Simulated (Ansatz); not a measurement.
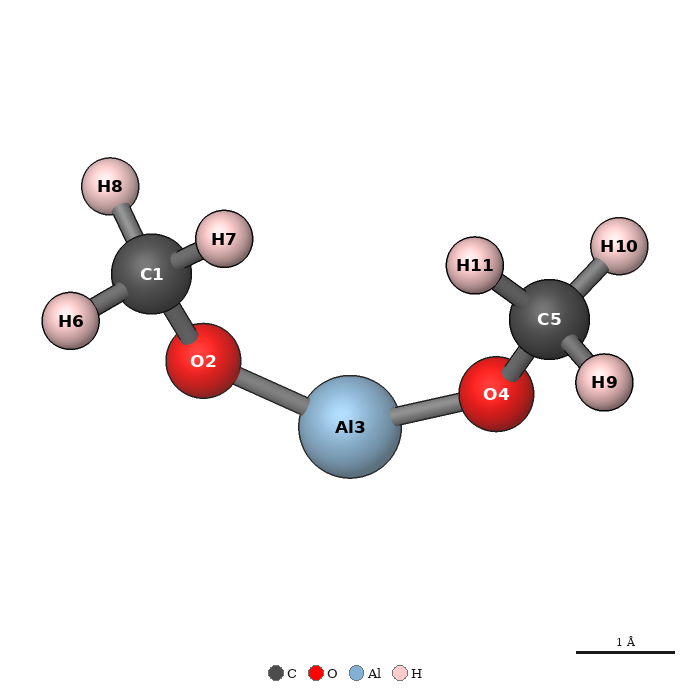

Orthographic view with a scale bar. State: neutral, doublet. The geometry was computed by an optimisation with PBE-D4/def2-SVP. No frequency run is at hand to confirm it as a minimum.

Write Cartesian coordinates in Å in the frame of the picture: x to the right, y up, z towards the viewer, origin at the mean of the atomic positions.

```xyz
11
C2H6AlO2
C   -2.04   0.38  -0.02
O   -1.51  -0.52  -0.97
Al   0.00  -1.19  -1.43
O    1.50  -0.86  -0.67
C    2.05  -0.09   0.36
H   -2.87  -0.11   0.54
H   -1.30   0.74   0.72
H   -2.47   1.28  -0.53
H    2.61  -0.74   1.08
H    2.76   0.66  -0.03
H    1.28   0.46   0.96
```
